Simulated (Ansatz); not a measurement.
# Cl-CC-Cl chair monolayer in a perpendicular field, part 2 of 2

Aim: how the Cl-CC-Cl chair monolayer screens a field along its normal, and what the field does to its bands. A positive field points along +c.

Ansatz 0.2.0; plane-wave DFT, PBE-D3(BJ), Ansatz PAW.

So far. Step 2 (Relaxation): The lattice constant a goes from 2.508 to 2.895 Å.

## 3. Single point, field 0

A sawtooth potential applies the field, turning back in the middle of the vacuum. With the dipole correction the typed value is the field outside the slab. The induced dipole is small, so the SCF threshold is tight.

The cell differs from the one that the last finished run ended in (c 39.167 → 22.006 Å).

The input, input.yaml:

```yaml
crystal:
  lattice:
    - [2.8952697847, 0.0, 0.0]
    - [-1.4476348924, 2.5073771844, 0.0]
    - [0.0, 0.0, 22.0064293506]
  atoms:
    - { symbol: Cl, position: [0.6666666667, 0.3333333333, 0.40897139] }
    - { symbol: C, position: [0.6666666667, 0.3333333333, 0.4885059861] }
    - { symbol: C, position: [0.3333333333, 0.6666666667, 0.5114940139] }
    - { symbol: Cl, position: [0.3333333333, 0.6666666667, 0.59102861] }
kpoints:
  mp_grid: { grid: [24, 24, 1] }
  band_path:
    path: [[0, 0, 0], [0.5, 0, 0], [0.33333333, 0.33333333, 0], [0, 0, 0]]
    npoints: 16
hamiltonian:
  xc: pbe
  dispersion: d3bj
scf:
  occupations: { method: fermi_dirac, width: 0.02585 }
  convergence: { dr2_threshold: 1.0e-10 }
efield:
  axis: 3
  dipole_correction: true
  ramp_position: 0.97
  ramp_width: 0.06
  amplitude: 0
output:
  dos: { projected: true, e_range: [-6, 5] }
  write_potential: true
  write_density: true
  volumetric_format: npy
  elf: true
```

On the command line:

```console
$ ansatz run input.yaml --threads 2 --pin off --max-ram 3072MiB --backend cpu --events-out ev --progress --plain --runs-dir out
```

Numbers of over 12 decimals in the logs are rounded to 6 here.

Output:

```text
[...]
Crystal: 4 atoms, lattice volume = 159.756 Å³
Basis set: ecut = 420 eV, 3097 PW (Γ)
Bands: 15, of which v1, the nominal top of the filled ones, is band 11 counted from 1 (10 counted from 0)
Symmetry: 6 space group operations
k-points: 61 of 576 (time reversal used)
[...]
SCF iter   1: F=—  HF=-2658.545676 eV  |F-HF|=—  |Δ(HF+E_count)|=         —  Δρ=3.73e-3  dr2=5.60e-2  ethr=1.77e-3  p=0.000 e·Å  D=6.88e-14 V/Å  ΔV_dip=-0.00 eV  dr2_dipole=4.13e-10  V_vac-E_F(+/−)=3.86/3.86 eV  ⟨swp⟩=8.7  Hψ=6744  notcnv=0
efield: sawtooth ramp at fractional position 0.9700 (set: `efield.ramp_position`, or a place that a band, a saddle search or an elastic batch's reference lends), width 0.0600; the density the first Hamiltonian is built on has a dipole p = 0.000 e·Å; the dipole correction subtracts the counter field D = 6.88e-14 V/Å, which shifts the + side's vacuum level by -0.00 eV against the − side's; the planar-averaged density in the ramp window peaks in size at 1.6e-5 e/Å³
[...]
SCF iter   2: F=—  HF=-2658.532551 eV  |F-HF|=—  |Δ(HF+E_count)|=   1.31e-2  Δρ=2.76e-3  dr2=3.25e-2  ethr=2.54e-4  p=0.000 e·Å  D=1.53e-5 V/Å  ΔV_dip=-0.00 eV  dr2_dipole=6.85e-9  V_vac-E_F(+/−)=3.15/3.15 eV  ⟨swp⟩=3.1  Hψ=2136  notcnv=0
[...]
SCF iter  11: F=-2658.526709 eV  HF=-2658.526709 eV  |F-HF|=1.36e-11  |Δ(HF+E_count)|=  8.59e-11  Δρ=2.00e-7  dr2=4.93e-11  ethr=1.00e-12  p=-0.000 e·Å  D=-2.90e-7 V/Å  ΔV_dip=0.00 eV  dr2_dipole=2.81e-13  V_vac-E_F(+/−)=3.08/3.08 eV  ⟨swp⟩=2.3  Hψ=2943  notcnv=0
SCF 1 converged in 11 iterations: F = -2658.526709 eV  dr2 = 4.93e-11
[...]
NSCF: frozen V_eff on 49 k-points
efield: sawtooth ramp at fractional position 0.9700 (kept from the solve that this one continues, or follows in the run), width 0.0600; the density the first Hamiltonian is built on has a dipole p = -0.000 e·Å; the dipole correction subtracts the counter field D = -2.90e-7 V/Å, which shifts the + side's vacuum level by +0.00 eV against the − side's; the planar-averaged density in the ramp window peaks in size at 8.3e-7 e/Å³
[...]
SCF converged after 11 iterations
Free energy (F): -2658.526709 eV
[...]
Internal energy: -2658.526709 eV  (E = F + TS)
E sigma→0 (E₀):  -2658.526709 eV
Fermi energy:    0.798822 eV
Dipole field:    D = 0.000001 V/Å  (p = 0.000000 e·Å, saw-weighted, corrected)
Work function:   Φ+ = 3.0843 eV   Φ− = 3.0843 eV
Levels:          The Fermi level and band energies are counted from a zero that moves with the ramp; work functions are not
[...]
--- Band table (eV; the first three rows and the last of 61) ---
  k-point 0: bands = [... 7 lower, -1.2342, -1.2342, 0.0290, 0.0290, 1.5376, 1.8305, 2.9618, 3.7758]
  k-point 1: bands = [... 7 lower, -1.3517, -1.2510, -0.1030, 0.0026, 1.6109, 1.9225, 2.9894, 3.7744]
  k-point 2: bands = [... 7 lower, -1.6784, -1.3027, -0.4700, -0.0735, 1.7475, 2.1942, 3.0541, 3.8218]
  k-point 60: bands = [... 7 lower, -5.4701, -4.3741, -4.3741, -4.0929, 4.0924, 4.0924, 5.1951, 6.4711]
```

Run time: 9.2 s. Hardware: 2 threads of Intel Xeon Platinum 8488C (Sapphire Rapids), shared host; peak memory 0.52 GiB.

The column dr2 measures how far the density is from self-consistency, as an energy; F and HF (Harris–Foulkes) agree once it is small.

This step gave:

```
gap on the k-mesh                  : 1.509 eV
dipole along the normal            : 4.48e-7 e·Å
gap along the path                 : 1.509 eV
smallest direct gap along the path : 1.509 eV
ionisation energy, upper face      : 3.854 eV
electron affinity, upper face      : 2.346 eV
gap, the smaller of path and mesh  : 1.509 eV
```

Running mean over a fixed 2.8 Å (it still follows the layers) of the planar mean; the ramp of the sawtooth is left out. Table of electron's electrostatic potential energy less the Fermi level by z:

| z (Å) | electron's electrostatic potential energy less the Fermi level (eV) |
| --- | --- |
| 3 | 3.08 |
| 4 | 3.08 |
| 5 | 3.08 |
| 6 | 3.07 |
| 7 | 2.41 |
| 8 | -2.15 |
| 9 | -4.73 |
| 10 | -9.82 |
| 11 | -8.04 |
| 12 | -9.83 |
| 13 | -4.76 |
| 14 | -2.17 |
| 15 | 2.39 |
| 16 | 3.07 |
| 17 | 3.08 |
| 18 | 3.08 |
| 19 | 3.08 |

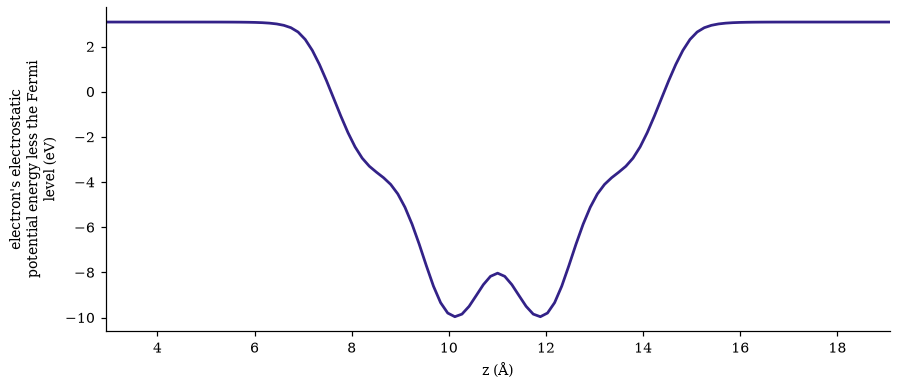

Electron's electrostatic potential energy less the Fermi level against z.

The density of states has structure finer than the step of the table below, so its rows give means over 0.5 eV, whole bins alone (the curve runs from -6 to 2.66 eV). Peaks (eV: height): -5.39: 3.18, -3.19: 2.40, -2.09: 2.61, 1.72: 2.09, 2.30: 2.75, 2.44: 2.96, 2.49: 2.31.

Table of density of states by energy, zero at the Fermi level of the run, which the smearing sets inside the gap; means over each step:

| energy (eV) | density of states (states/eV a cell) |
| --- | --- |
| -5.5 | 2.23 |
| -5.0 | 1.37 |
| -4.5 | 1.26 |
| -4.0 | 1.30 |
| -3.5 | 1.55 |
| -3.0 | 1.84 |
| -2.5 | 1.61 |
| -2.0 | 1.47 |
| -1.5 | 0.734 |
| -1.0 | 0.553 |
| -0.5 | 0 |
| 0.0 | 0 |
| 0.5 | 8.7e-4 |
| 1.0 | 0.886 |
| 1.5 | 1.59 |
| 2.0 | 1.56 |

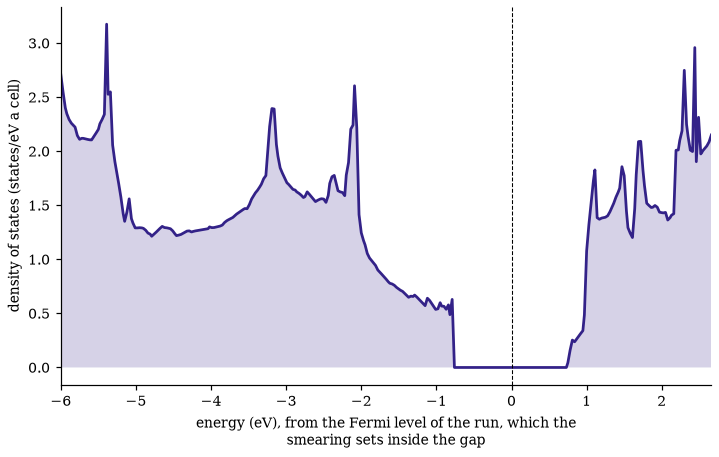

Density of states against energy.

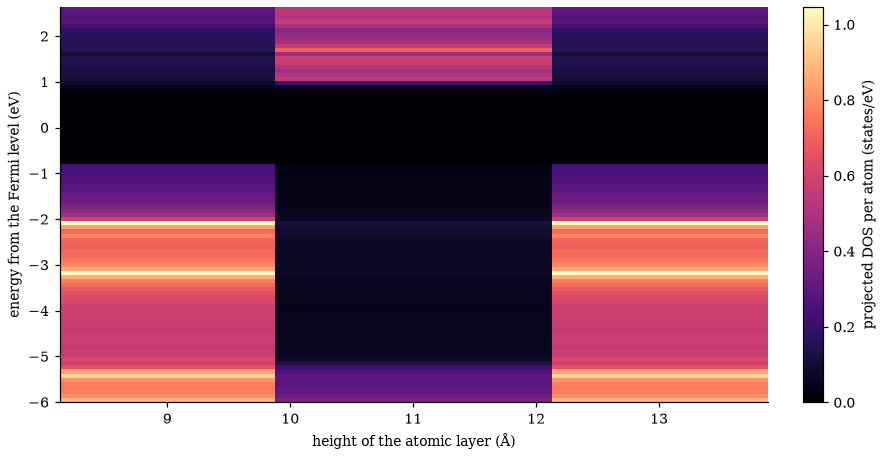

Projected DOS per atom over height of the atomic layer and energy from the Fermi level. Layers: Cl C C Cl from below.

The electronic bands at the labelled points (eV, zero at the Fermi level of the run, which the smearing sets inside the gap):

| point | band 8 | band 9 | band 10 | band 11 | band 12 | band 13 | band 14 | band 15 |
| --- | --- | --- | --- | --- | --- | --- | --- | --- |
| Γ | -2.03 | -2.03 | -0.77 | -0.77 | 0.74 | 1.03 | 2.16 | 2.98 |
| M | -6.21 | -6.07 | -3.17 | -2.07 | 0.97 | 2.86 | 3.02 | 5.14 |
| K | -6.27 | -5.17 | -5.17 | -4.89 | 3.29 | 3.29 | 4.40 | 5.67 |
| Γ | -2.03 | -2.03 | -0.77 | -0.77 | 0.74 | 1.03 | 2.16 | 2.98 |

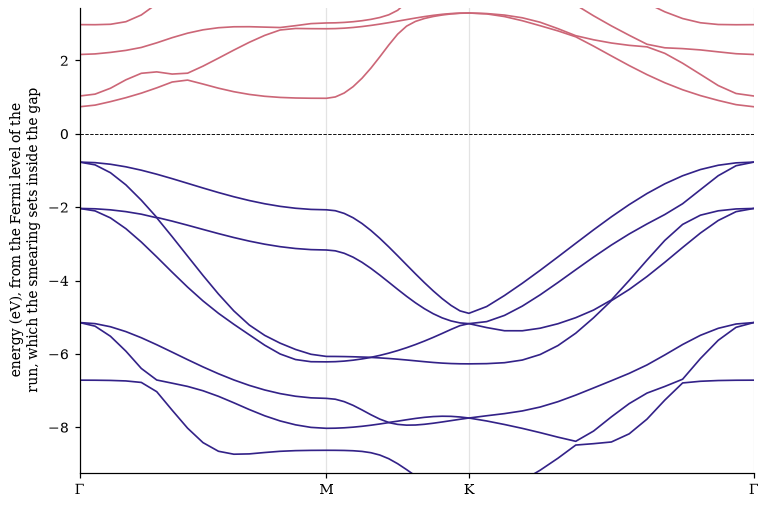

Electronic bands along the path; lines of filled and empty bands in two colours.

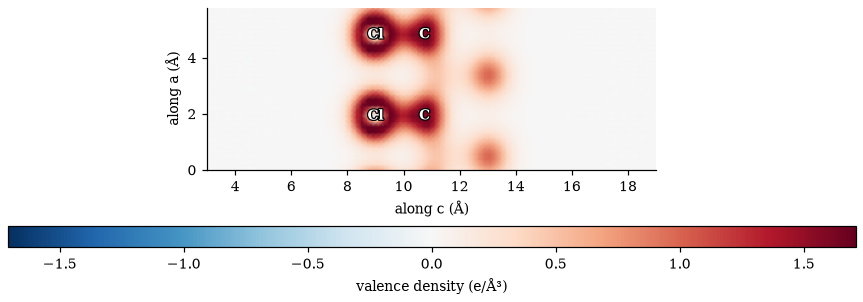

Valence density in the ca plane at fractional y = 0.333, with atoms of Cl and C within 0.2 Å of it. It is the smooth field of the valence electrons, not physical close to the nuclei. The far vacuum is left out of the map.

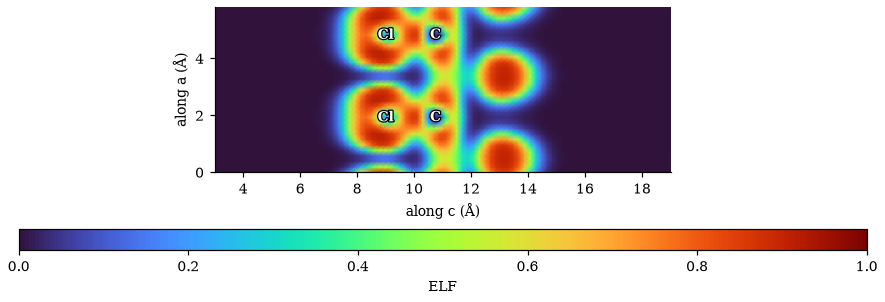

ELF in the ca plane at fractional y = 0.333, with atoms of Cl and C within 0.2 Å of it. It is the smooth field of the valence electrons, not physical close to the nuclei. The far vacuum is left out of the map.

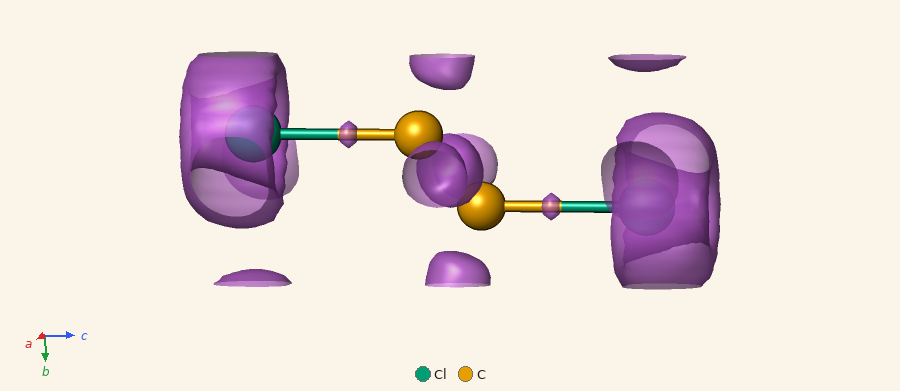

Surface of ELF = 0.85.

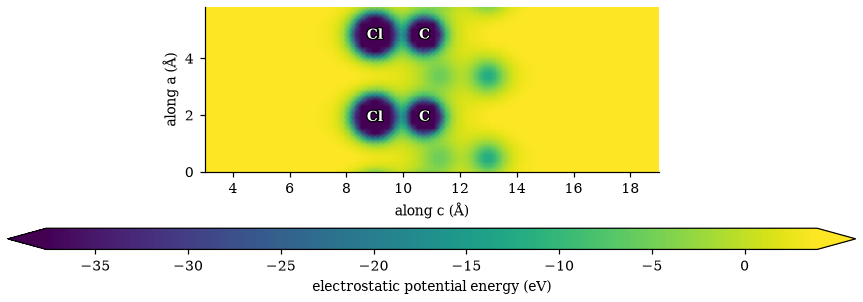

Electrostatic potential energy in the ca plane at fractional y = 0.333, with atoms of Cl and C within 0.2 Å of it. With pseudopotentials it is smooth inside the atoms' cores, unlike the true potential. The far vacuum is left out of the map.

The gap is 1.51 eV, with the valence edge 3.85 eV and the conduction edge 2.35 eV under the upper vacuum level.

## 4. Single point, field 0.1 V/Å

Edit input.yaml of step 3 so:

```diff
@@ -26,5 +26,4 @@
   ramp_width: 0.06
-  amplitude: 0
+  amplitude: 0.1
 output:
-  dos: { projected: true, e_range: [-6, 5] }
   write_potential: true
@@ -32,2 +31 @@
   volumetric_format: npy
-  elf: true
```

Output:

```text
[...]
Crystal: 4 atoms, lattice volume = 159.756 Å³
Basis set: ecut = 420 eV, 3097 PW (Γ)
Bands: 15, of which v1, the nominal top of the filled ones, is band 11 counted from 1 (10 counted from 0)
Symmetry: 6 space group operations
k-points: 61 of 576 (time reversal used)
[...]
--- Band table (eV; the first three rows and the last of 61) ---
  k-point 0: bands = [... 7 lower, -1.2346, -1.2346, 0.0290, 0.0290, 1.5352, 1.8254, 2.9423, 3.7033]
  k-point 1: bands = [... 7 lower, -1.3522, -1.2514, -0.1030, 0.0026, 1.6075, 1.9186, 2.9708, 3.7235]
  k-point 2: bands = [... 7 lower, -1.6789, -1.3032, -0.4700, -0.0735, 1.7426, 2.1918, 3.0390, 3.7739]
  k-point 60: bands = [... 7 lower, -5.4706, -4.3884, -4.3602, -4.0929, 4.0747, 4.1093, 5.1947, 6.4672]
[key lines of the parts left out:]
SCF converged after 14 iterations
Free energy (F): -2658.527804 eV
Fermi energy:    0.797491 eV
Dipole field:    D = 0.024811 V/Å  (p = 0.021905 e·Å, saw-weighted, corrected)
```

Run time: 9.9 s. Hardware: 2 threads; peak memory 0.49 GiB.

The dipole is 0.0219 e·Å, and the gap 1.506 eV.

## 5. Single point, field -0.1 V/Å

Edit input.yaml of step 4 so:

```diff
@@ -26,3 +26,3 @@
   ramp_width: 0.06
-  amplitude: 0.1
+  amplitude: -0.1
 output:
```

Output:

```text
[...]
Crystal: 4 atoms, lattice volume = 159.756 Å³
Basis set: ecut = 420 eV, 3097 PW (Γ)
Bands: 15, of which v1, the nominal top of the filled ones, is band 11 counted from 1 (10 counted from 0)
Symmetry: 6 space group operations
k-points: 61 of 576 (time reversal used)
[...]
--- Band table (eV; the first three rows and the last of 61) ---
  k-point 0: bands = [... 7 lower, -1.2346, -1.2346, 0.0290, 0.0290, 1.5352, 1.8254, 2.9423, 3.7033]
  k-point 1: bands = [... 7 lower, -1.3522, -1.2514, -0.1030, 0.0026, 1.6075, 1.9186, 2.9708, 3.7235]
  k-point 2: bands = [... 7 lower, -1.6789, -1.3032, -0.4700, -0.0735, 1.7426, 2.1918, 3.0390, 3.7739]
  k-point 60: bands = [... 7 lower, -5.4706, -4.3884, -4.3602, -4.0929, 4.0747, 4.1093, 5.1947, 6.4672]
[key lines of the parts left out:]
SCF converged after 14 iterations
Free energy (F): -2658.527804 eV
Fermi energy:    0.797491 eV
Dipole field:    D = -0.024811 V/Å  (p = -0.021905 e·Å, saw-weighted, corrected)
```

It took 9.6 s on 2 threads; peak memory 0.49 GiB; 19 s of CPU time.

The dipole is -0.0219 e·Å, and the gap 1.506 eV.

## 6. Response, atoms held

This step: plane-wave DFT, PBE-D3(BJ), Ansatz PAW; response to a field along the normal, atoms held (Ansatz 0.2.0).

The dipoles give the slope, and the difference of two potentials shows where the field is screened.

Numbers from this step:

* equivalent conductor thickness p/(ε₀AE): 5.460 Å
* distance between the outer atoms: 4.006 Å

The dipole of the cell by applied field:

| applied field (V/Å) | dipole of the cell (e·Å) |
| --- | --- |
| -0.1000 | -0.0219 |
| 0.0000 | 4.5e-7 |
| 0.1000 | 0.0219 |

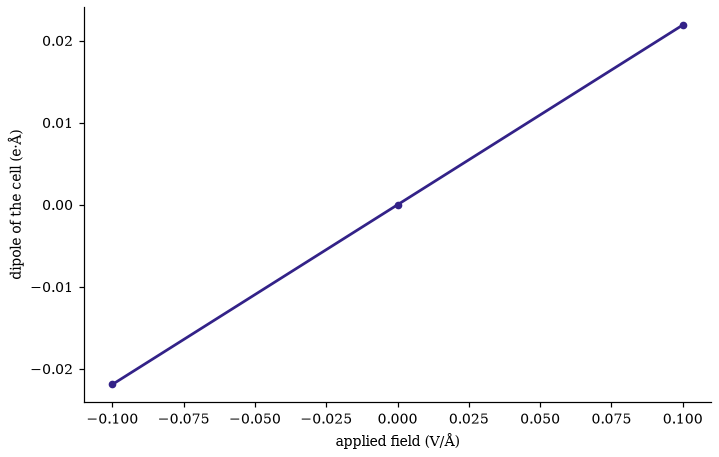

Dipole of the cell, plotted against applied field.

Local field over the applied field, running mean. From the potentials at -0.1 and 0.1 V/Å; running mean over 2.5 Å. Local field over applied field against z:

| z (Å) | local field over applied field |
| --- | --- |
| 5 | 0.999 |
| 6 | 0.988 |
| 7 | 0.879 |
| 8 | 0.533 |
| 9 | 0.215 |
| 10 | 0.0913 |
| 11 | 0.127 |
| 12 | 0.0914 |
| 13 | 0.214 |
| 14 | 0.530 |
| 15 | 0.877 |
| 16 | 0.988 |
| 17 | 0.999 |

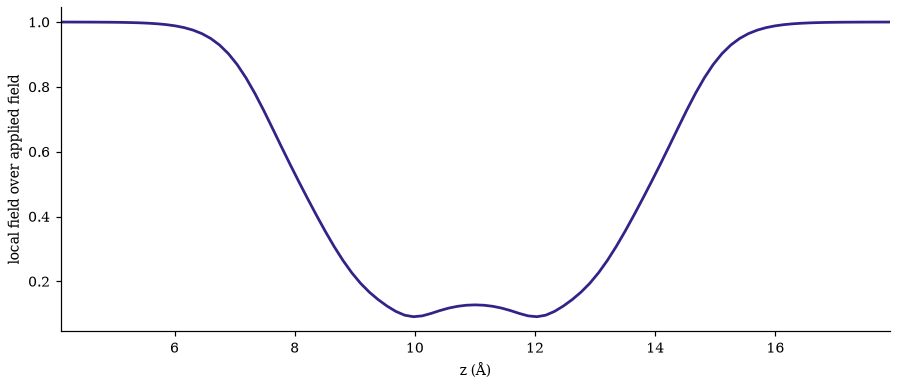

Local field over applied field, plotted against z.

The induced electron density oscillates, so the rows of the table below give means over windows of 1.25 Å about each position, cut where the curve ends. Its maxima inside the range that stand out by 2 % of the span (Å: e/Å³ per V/Å): 8.2: 0.00484, 9.5: -2.1e-4, 10.7: 0.00326, 12.0: 0.00116, 12.9: 8.3e-4. Its minima: 9.1: -8.3e-4, 10.0: -0.00116, 11.3: -0.00326, 12.5: 2.1e-4, 13.8: -0.00484.

Electrons, planar mean, per unit field. Table of induced electron density by z; means over each step:

| z (Å) | induced electron density (e/Å³ per V/Å) |
| --- | --- |
| 4.73 | 2.1e-6 |
| 5.98 | 6.0e-5 |
| 7.23 | 0.00127 |
| 8.48 | 0.00290 |
| 9.73 | -6.7e-4 |
| 10.98 | -5.2e-6 |
| 12.23 | 6.5e-4 |
| 13.48 | -0.00276 |
| 14.73 | -0.00137 |
| 15.98 | -6.8e-5 |
| 17.23 | -2.3e-6 |

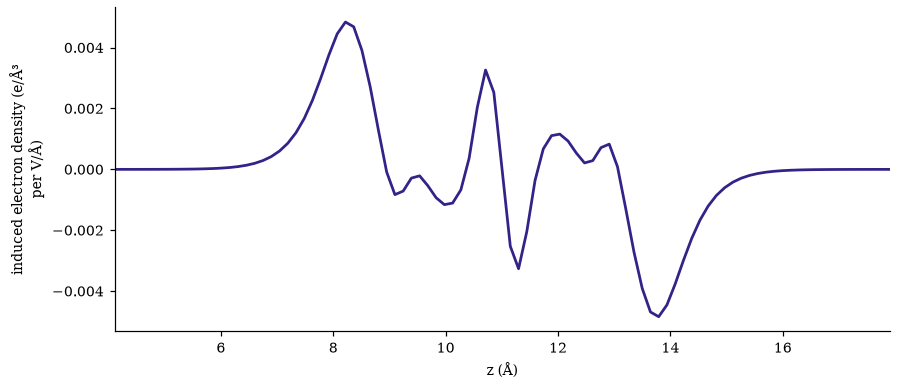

Induced electron density against z.

The smaller of the gaps on the path and on the k-mesh, counted as 0 under 0.03 eV. The gap stays at 1.51 eV for applied field from -0.1 to 0.1 V/Å.

By hand: between -0.1 and 0.1 V/Å the dipole changes by 0.04381 e·Å, a slope of 0.2190 e·Å²/V. A perfect conductor of thickness t has p = ε₀AEt, so t = 180.95 × 0.2190 / 7.260 = 5.46 Å (e/ε₀ = 180.95 V·Å, A in Å²).

The induced dipole is that of a conductor 5.46 Å thick.

## 7. What came out

```
gap without field                          : 1.51 eV
ionisation energy, upper face              : 3.85 eV
electron affinity, upper face              : 2.35 eV
equivalent conductor thickness, atoms held : 5.46 Å
```

In words: The induced dipole equals that of a perfect conductor 5.46 Å thick, while the outer atoms lie 4.01 Å apart; an out-of-plane ε follows only once a thickness t is chosen, by 1 − 1/ε = 5.46 Å / t. The gap stays within 0.01 eV of 1.51 eV over the fields run, up to 0.1 V/Å in size. Semilocal functionals give gaps that are too small, and excitons are not included.

[Logs are printed without paths, hosts, clocks, repeated set-up lines and the standing remarks that a program may print on its own settings, such as how far it seeks lower states.]

[Hosts, paths, dates, database ids (printed as entryN), source tags and the programs' standing remarks are cut or masked in the printed files.]

[Maps of the electrostatic potential energy from Ansatz leave out the sawtooth potential of an applied field or a dipole correction, so their vacuum need not be flat; planar profiles and work functions include it.]
